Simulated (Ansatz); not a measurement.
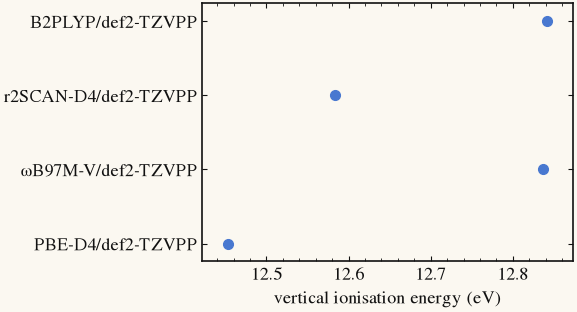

Vertical ionisation energy of HOF, SMILES OF, taken as the energy of the cation less that of the neutral at fixed geometry (unrestricted doublet cation, cores frozen in correlated methods, no spin-orbit coupling), the Ansatz code, at a PBE0-D4/def2-TZVP geometry (a minimum by its frequencies).

Question: What range do the values span?

Answer: From 12.45 eV (PBE-D4/def2-TZVPP) to 12.84 eV (B2PLYP/def2-TZVPP).

Question: Give the values.

Answer:
```csv
level,eV
B2PLYP/def2-TZVPP,12.84
r2SCAN-D4/def2-TZVPP,12.58
ωB97M-V/def2-TZVPP,12.84
PBE-D4/def2-TZVPP,12.45
```
